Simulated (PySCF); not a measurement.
In(OH)2(OtBu), SMILES CC([O][In]([OH])[OH])(C)C at its GFN2-xTB optimised geometry (Å):

```
19

In     0.0583    -1.2052     0.0000
O      2.0247    -1.2052     0.0000
H      2.4028    -2.0794    -0.0676
O     -0.7542    -2.9807     0.0210
H     -0.1167    -3.6644     0.2262
O     -1.0815     0.3986     0.0000
C     -0.4965     1.6587    -0.1873
C      0.1644     1.7534    -1.5625
C     -1.6704     2.6483    -0.0976
C      0.5275     1.9581     0.9069
H      0.5461     2.7549    -1.7455
H     -0.5597     1.4955    -2.3348
H      0.9927     1.0410    -1.5995
H     -2.4028     2.4139    -0.8654
H     -1.3112     3.6644    -0.2343
H     -2.1472     2.5583     0.8748
H      1.3403     1.2338     0.8318
H      0.0567     1.8617     1.8845
H      0.9313     2.9618     0.7998
```

Computed with PBE0/def2-SVP, def2 effective core potentials past Kr (PySCF). The core electrons that the potentials of In replace are not part of the density. Cells within 0.4 Å of a nucleus heavier than hydrogen are left out (blank, or x).

Map of the HOMO amplitude (bohr^(-3/2)) on the plane z = 0.0 Å; orbital energy -7.57 eV, overall sign arbitrary:

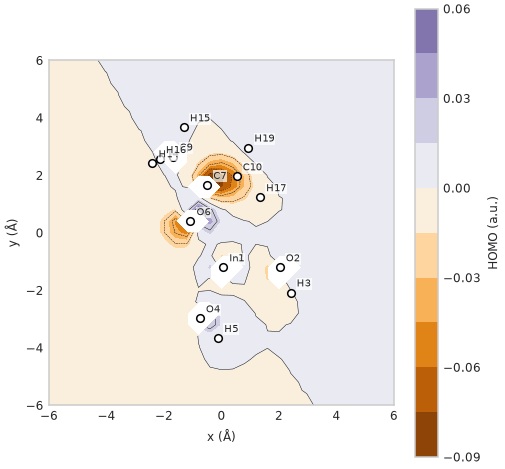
Fig. 1. HOMO amplitude (bohr^(-3/2)) on the plane z = 0.0 Å.
